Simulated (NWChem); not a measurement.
# SiPH3F2 (SMILES FP(F)[SiH3]): levels of theory compared

Aim: a comparison of 3 runs (HF/def2-SVP, PBE0/def2-SVP, SVWN5/pcseg-2) of SiPH3F2. 

The results are computed with NWChem 7.3.0.

### Step 1. The system as given

SiPH3F2 has 7 atoms, charge 0, and is taken as a singlet. As SMILES, `FP(F)[SiH3]`. The shape is that of a GFN2-xTB optimisation.

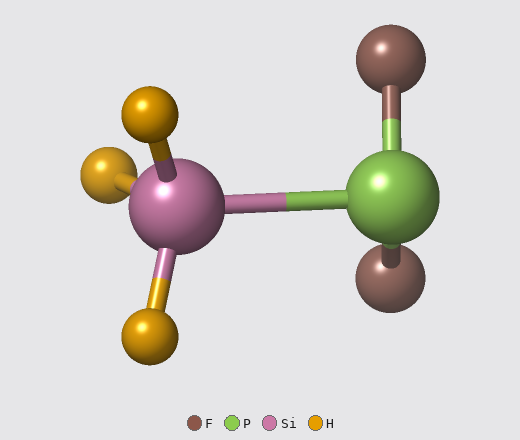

Viewed from a chosen angle; fluorine brown, phosphorus green, silicon pink, hydrogen amber.

### Step 2. Energy and gradient at HF/def2-SVP (run 1)

The input, input.nw:

```
start input
title "F2H3PSi"
memory stack 880 mb heap 220 mb global 1100 mb
charge 0

geometry units bohr noautosym nocenter noautoz
  F   3.03580722 -1.33788830  2.38218875
  P  -0.04633608 -1.43228012  2.41554242
  F  -0.19983854 -4.00538790  0.72293363
  Si -0.60155652  1.29274274 -0.91717857
  H   1.03980290  0.57090516 -3.02172877
  H   0.03667958  3.80347067  0.04123382
  H  -3.26455857  1.10843776 -1.62297238
end

basis spherical bse
  * library def2-SVP
end

scf
  nopen 0
  rhf
  thresh 1e-08
  maxiter 80
  print low
end

task scf gradient
```

Command:

```console
$ nwchem input.nw > input.out
```

Log:

```text
[...]
  functions       =    79
[...]
  wavefunction    = RHF
[...]
         Total SCF energy =   -829.956161175839
      One-electron energy =  -1612.576195120244
      Two-electron energy =    551.750277480998
 Nuclear repulsion energy =    230.869756463406
        Time for solution =      6.5s
[...]
                         RHF ENERGY GRADIENTS
    atom               coordinates                        gradient
                 x          y          z           x          y          z
   1 F       3.035807  -1.337888   2.382189    0.015576  -0.005208  -0.004775
   2 P      -0.046336  -1.432280   2.415542   -0.023398   0.019673   0.014319
   3 F      -0.199839  -4.005388   0.722934    0.006479  -0.012306  -0.009601
   4 Si     -0.601557   1.292743  -0.917179   -0.002513   0.005532  -0.004931
   5 H       1.039803   0.570905  -3.021729   -0.003230   0.001522   0.003579
   6 H       0.036680   3.803471   0.041234   -0.000351  -0.007731  -0.001090
   7 H      -3.264559   1.108438  -1.622972    0.007437  -0.001480   0.002499
 Task  times  cpu:        8.6s     wall:        8.6s
 Total times  cpu:        8.6s     wall:        8.6s
```

It took 9.3 s on 1 thread of Intel Xeon 6975P-C (Granite Rapids), shared host; peak memory 0.099 GiB.

### Step 3. Energy and forces at PBE0/def2-SVP (run 2)

The input, a.nw:

```
start a
memory total 2200 mb
charge 0

geometry units angstrom noautosym nocenter noautoz
   F     1.606480   -0.707980    1.260600
   P    -0.024520   -0.757930    1.278250
   F    -0.105750   -2.119560    0.382560
   Si   -0.318330    0.684090   -0.485350
   H     0.550240    0.302110   -1.599030
   H     0.019410    2.012710    0.021820
   H    -1.727530    0.586560   -0.858840
end

basis spherical bse
   * library def2-SVP
end

dft
   xc pbe0
   grid xfine
   convergence energy 1e-08
   maxiter 100
   mulliken
end

task dft gradient
```

Command:

```console
$ nwchem a.nw > a.out
```

Log:

```text
[...]
          Wavefunction type:  closed shell.
          No. of atoms     :     7
          No. of electrons :    50
[...]
          Charge           :     0
          Spin multiplicity:     1
[...]
          AO basis - number of functions:    79
[...]
              XC Information
              --------------
                         PBE0 Method XC Functional
                     Hartree-Fock (Exact) Exchange  0.250
          PerdewBurkeErnzerhof Exchange Functional  0.750
            Perdew 1991 LDA Correlation Functional  1.000 local
           PerdewBurkeErnz. Correlation Functional  1.000 non-local
[...]
 d= 0,ls=0.0,diis     1   -831.4652942719 -1.06D+03  1.72D-02  7.68D-01     2.7
[...]
 d= 0,ls=0.0,diis     8   -831.5573932089 -6.32D-09  3.41D-06  6.97D-08    15.3
         Total DFT energy =     -831.557393208928
      One electron energy =    -1613.130336181016
           Coulomb energy =      616.511084367306
    Exchange-Corr. energy =      -65.807914146156
 Nuclear repulsion energy =      230.869772750938
[...]
  wavefunction    = closed shell
                         DFT ENERGY GRADIENTS
    atom               coordinates                        gradient
                 x          y          z           x          y          z
   1 F       3.035807  -1.337888   2.382189    0.002704  -0.006612  -0.004729
   2 P      -0.046336  -1.432280   2.415542   -0.011872   0.010818   0.006015
   3 F      -0.199839  -4.005388   0.722934    0.008033  -0.001877  -0.002138
   4 Si     -0.601556   1.292743  -0.917179   -0.002811   0.007775  -0.007924
   5 H       1.039803   0.570905  -3.021729   -0.006217   0.002781   0.007543
   6 H       0.036680   3.803470   0.041234   -0.001539  -0.011794  -0.002572
   7 H      -3.264558   1.108438  -1.622972    0.011702  -0.001091   0.003806
[...]
```

Run time: 21 s. Hardware: 1 thread of Intel Xeon 6975P-C (Granite Rapids), shared host; peak memory 0.14 GiB.

### Step 4. Energy and forces at SVWN5/pcseg-2 (run 3)

The input, nw.nw:

```
start nw
title "F2H3PSi SVWN5"
memory 2200 mb
geometry units atomic noautosym nocenter noautoz
  F   3.03580722 -1.33788830  2.38218875
  P  -0.04633608 -1.43228012  2.41554242
  F  -0.19983854 -4.00538790  0.72293363
  Si -0.60155652  1.29274274 -0.91717857
  H   1.03980290  0.57090516 -3.02172877
  H   0.03667958  3.80347067  0.04123382
  H  -3.26455857  1.10843776 -1.62297238
end
basis "ao basis" spherical bse
  * library pcseg-2
end
dft
  xc slater vwn_5
  grid fine
  convergence energy 1e-08
  iterations 100
  mulliken
end
task dft gradient
```

Command:

```console
$ nwchem nw.nw > nw.out
```

Log:

```text
[...]
          Wavefunction type:  closed shell.
          No. of atoms     :     7
          No. of electrons :    50
[...]
          Charge           :     0
          Spin multiplicity:     1
[...]
          AO basis - number of functions:   170
[...]
              XC Information
              --------------
                        Slater Exchange Functional  1.000 local
                      VWN V Correlation Functional  1.000 local
[...]
 d= 0,ls=0.0,diis     1   -828.6805154662 -1.06D+03  8.96D-03  2.20D+00     6.7
[...]
 d= 0,ls=0.0,diis    11   -828.8136419184 -4.12D-09  2.25D-07  3.46D-09    61.2
         Total DFT energy =     -828.813641918393
      One electron energy =    -1613.598072581267
           Coulomb energy =      616.381639577903
    Exchange-Corr. energy =      -62.466965378435
 Nuclear repulsion energy =      230.869756463406
[...]
  wavefunction    = closed shell
                         DFT ENERGY GRADIENTS
    atom               coordinates                        gradient
                 x          y          z           x          y          z
   1 F       3.035807  -1.337888   2.382189    0.014163  -0.004607  -0.004479
   2 P      -0.046336  -1.432280   2.415542   -0.021168   0.016926   0.014323
   3 F      -0.199839  -4.005388   0.722934    0.005847  -0.011148  -0.008857
   4 Si     -0.601557   1.292743  -0.917179   -0.002538   0.007873  -0.008541
   5 H       1.039803   0.570905  -3.021729   -0.006461   0.003172   0.007442
   6 H       0.036680   3.803471   0.041234   -0.001313  -0.011268  -0.003031
   7 H      -3.264559   1.108438  -1.622972    0.011471  -0.000948   0.003143
[...]
```

It took 85 s on 1 thread of Intel Xeon 6975P-C (Granite Rapids), shared host; peak memory 0.14 GiB.

### Step 5. The series

| run | level | iteration cap | module | energy (Eh) | largest force (eV/Å) | wall time |
| --- | --- | --- | --- | --- | --- | --- |
| 1 | HF/def2-SVP | 80 | scf | -829.956161 | 1.736 | 9.3 s |
| 2 | PBE0/def2-SVP | 100 | dft | -831.557393 | 0.882 | 21 s |
| 3 | SVWN5/pcseg-2 | 100 | dft | -828.813642 | 1.576 | 85 s |

### Step 6. Outcome

| quantity | value |
| --- | --- |
| run 3: total energy | -828.81364 Eh |
| run 3: dipole moment | 2.01 D |
| run 3: HOMO energy | -6.33 eV |
| run 3: LUMO energy | -2.44 eV |
| run 3: HOMO–LUMO gap | 3.90 eV |
| run 3: largest force on an atom | 1.576 eV/Å |

**Reading.** Totals of different functionals can't be ranked against each other. All runs together took 1.9 min, the longest 85 s.
